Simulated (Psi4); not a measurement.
# UCCSD/6-311+G(d,p) run of C2H6B (SMILES [CH2]BC)

What is the vertical electron affinity of C2H6B at UCCSD/6-311+G**? 

The results are computed with Psi4 1.11.

1 further run of the same task is left out (set aside as unsound or not needed).

## Step 1: The structure to begin with

The species is C2H6B (9 atoms), meant as a doublet with charge 0. As SMILES, `[CH2]BC`. The shape is that of a PBE0-D4/def2-TZVP optimisation. This is one conformer, not always the lowest.

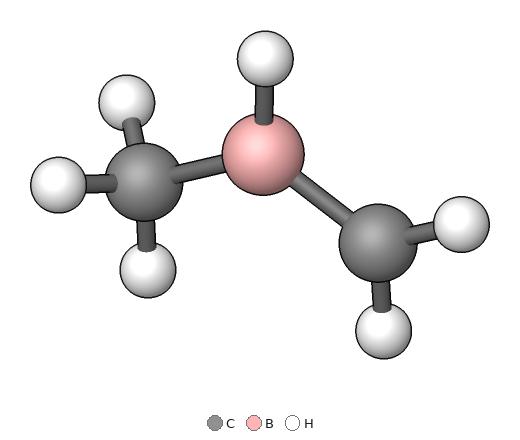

Viewed from a chosen angle; carbon grey, boron pink, hydrogen white.

## Step 2: The energy at UCCSD/6-311+G(d,p)

run_ase.py reads:

```python
import numpy as np
from ase.calculators.psi4 import Psi4
from ase import Atoms

atoms = Atoms(['C', 'B', 'C', 'H', 'H', 'H', 'H', 'H', 'H'], positions=[
    [-0.840100, 0.743300, -1.023500],
    [0.191800, 0.540800, 0.089100],
    [0.525000, -0.860100, 0.691800],
    [-1.406600, -0.078400, -1.457800],
    [-1.074500, 1.714900, -1.450600],
    [0.769100, 1.506600, 0.513000],
    [-0.036500, -1.695300, 0.267500],
    [1.596100, -1.069200, 0.576400],
    [0.364200, -0.849200, 1.777100],
])
calc = Psi4(atoms=atoms, method='ccsd', basis='6-311+G**', memory='1600MB', num_threads=1, charge=0, multiplicity=2, label='c2h6b', reference='uhf')
calc.psi4.set_options({'puream': True, 'e_convergence': 1e-09, 'd_convergence': 1e-08, 'scf_type': 'pk', 'num_frozen_docc': 3, 'maxiter': 200})
atoms.calc = calc

print(f'energy: {atoms.get_potential_energy():.6f} eV')
```

On the command line:

```
python run_ase.py
```

c2h6b.dat:

```text
[...]
  Running in c1 symmetry.
[...]
  Nuclear repulsion =   60.660846416013079
[...]
  Multiplicity = 2
[...]
  Nalpha       = 12
  Nbeta        = 11
[...]
    Number of basis functions: 102
[...]
   @UHF iter   1:  -103.76820342153140   -9.58107e-01   4.42594e-03 DIIS/ADIIS
[...]
   @UHF iter  14:  -103.90253326585940   -4.05009e-12   5.67323e-09 DIIS
[...]
   @S^2 Observed:                7.575463690E-01
[...]
    Orbital Energies [Eh]
    ---------------------
    Alpha Occupied:
       1A    -11.235803     2A    -11.190747     3A     -7.585833
       4A     -0.971992     5A     -0.924808     6A     -0.652313
       7A     -0.597905     8A     -0.553684     9A     -0.541950
      10A     -0.479306    11A     -0.452163    12A     -0.395879
    Alpha Virtual:
      13A      0.050951    14A      0.064761    15A      0.076895
      16A      0.078958    17A      0.122646    18A      0.124204
      19A      0.133044    20A      0.137557    21A      0.141804
      22A      0.163594    23A      0.177079    24A      0.203255
      25A      0.217492    26A      0.273813    27A      0.287371
[...]
  @UHF Final Energy:  -103.90253326585940
   => Energetics <=
    Nuclear Repulsion Energy =             60.6608464160130794
    One-Electron Energy =                -258.5028345428519287
    Two-Electron Energy =                  93.9394548609794526
    Total Energy =                       -103.9025332658594039
  UHF NO Occupations:
  HONO-2 :   10  A 1.9993535
  HONO-1 :   11  A 1.9973325
[...]
 Multipole Moments:
 ------------------------------------------------------------------------------------
     Multipole            Electronic (a.u.)      Nuclear  (a.u.)        Total (a.u.)
 ------------------------------------------------------------------------------------
 L = 1.  Multiply by 2.5417464519 to convert [e a0] to [Debye]
 Dipole X            :         -0.3446237            0.1813188           -0.1633049
 Dipole Y            :          1.3387342           -1.4208773           -0.0821431
 Dipole Z            :         -0.5976286            0.4419178           -0.1557108
 Magnitude           :                                                    0.2401288
[...]
      * MP2 total energy                      = -104.267592256031662
[...]
      * CCSD total energy                     = -104.314089381507372
```

On the terminal:

```text
energy: -2838.530954 eV
```

Wall time 4.9 min (1 thread of Intel Xeon at 2.50GHz (Skylake/Cascade Lake), shared host); peak memory 1.2 GiB.

## Step 3: The singlet anion, same level

c2h6b.xyz reads:

```xyz
9
C2H6B
C     -0.840100     0.743300    -1.023500
B      0.191800     0.540800     0.089100
C      0.525000    -0.860100     0.691800
H     -1.406600    -0.078400    -1.457800
H     -1.074500     1.714900    -1.450600
H      0.769100     1.506600     0.513000
H     -0.036500    -1.695300     0.267500
H      1.596100    -1.069200     0.576400
H      0.364200    -0.849200     1.777100
```

calc.py reads:

```python
import psi4

psi4.set_memory(1600000000)
psi4.set_num_threads(1)
psi4.core.set_output_file('output.dat', False)

with open('c2h6b.xyz') as f:
    atoms = ''.join(f.readlines()[2:])
molecule = psi4.geometry('-1 1\n' + atoms + 'symmetry c1')

options = {'puream': True, 'e_convergence': 1e-09, 'd_convergence': 1e-08, 'scf_type': 'pk', 'num_frozen_docc': 3}
psi4.set_options(options)

result, w = psi4.energy("ccsd/6-311+G**", molecule=molecule, return_wfn=True)
print('E =', round(result, 9))
```

On the command line:

```
python calc.py
```

output.dat:

```text
[...]
  Running in c1 symmetry.
[...]
  Nuclear repulsion =   60.660846416013079
[...]
  Multiplicity = 1
[...]
  Nalpha       = 12
  Nbeta        = 12
[...]
    Number of basis functions: 102
[...]
   @RHF iter   1:  -103.62833577244251   -8.18239e-01   6.43131e-03 DIIS/ADIIS
[...]
   @RHF iter  12:  -103.90071871622366   -6.49436e-12   2.82779e-09 DIIS
[...]
    Orbital Energies [Eh]
    ---------------------
    Doubly Occupied:
       1A    -11.007208     2A    -10.959430     3A     -7.333767
       4A     -0.757241     5A     -0.649105     6A     -0.418458
       7A     -0.372958     8A     -0.357048     9A     -0.323808
      10A     -0.241578    11A     -0.228342    12A     -0.054108
[...]
  @RHF Final Energy:  -103.90071871622366
   => Energetics <=
    Nuclear Repulsion Energy =             60.6608464160130794
    One-Electron Energy =                -263.7170288779722114
    Two-Electron Energy =                  99.1554637457354744
    Total Energy =                       -103.9007187162236647
[...]
 Multipole Moments:
 ------------------------------------------------------------------------------------
     Multipole            Electronic (a.u.)      Nuclear  (a.u.)        Total (a.u.)
 ------------------------------------------------------------------------------------
 L = 1.  Multiply by 2.5417464519 to convert [e a0] to [Debye]
 Dipole X            :          0.3065621            0.1813188            0.4878809
 Dipole Y            :          0.4351445           -1.4208773           -0.9857328
 Dipole Z            :          0.2459052            0.4419178            0.6878229
 Magnitude           :                                                    1.2972268
[...]
      * MP2 total energy                      = -104.319884612904431
[...]
      * CCSD total energy                     = -104.359287708443858
```

The script printed:

```text
E = -104.359287708
```

Run time: 1.7 min. Hardware: 1 thread of Intel Xeon at 2.50GHz (Skylake/Cascade Lake), shared host; peak memory 1.2 GiB.

## Step 4: What came out

At UCCSD/6-311+G**, 3 core orbitals frozen:

| quantity | value |
| --- | --- |
| doublet C2H6B: total energy | -104.31409 Eh |
| doublet C2H6B: HOMO energy (Hartree–Fock orbitals) (highest over α and β) | -10.77 eV |
| doublet C2H6B: LUMO energy (Hartree–Fock orbitals) (lowest over α and β) | 0.80 eV |
| doublet C2H6B: correlation energy (3 core orbitals frozen) | -411.6 mEh |
| doublet C2H6B: ⟨S²⟩ of the reference determinant | 0.758 |
| doublet C2H6B: T1 diagnostic | 0.015 |
| singlet anion: total energy | -104.35929 Eh |
| singlet anion: HOMO energy (Hartree–Fock orbitals) | -1.47 eV |
| singlet anion: LUMO energy (Hartree–Fock orbitals) | 4.78 eV |
| singlet anion: HOMO–LUMO gap (to an unbound level, set by the basis) | 6.26 eV |
| singlet anion: correlation energy (3 core orbitals frozen) | -458.6 mEh |
| singlet anion: T1 diagnostic | 0.014 |
| vertical electron affinity (to the singlet anion) | 1.230 eV |

At fixed nuclei the extra electron is bound by 1.23 eV (28 kcal/mol).
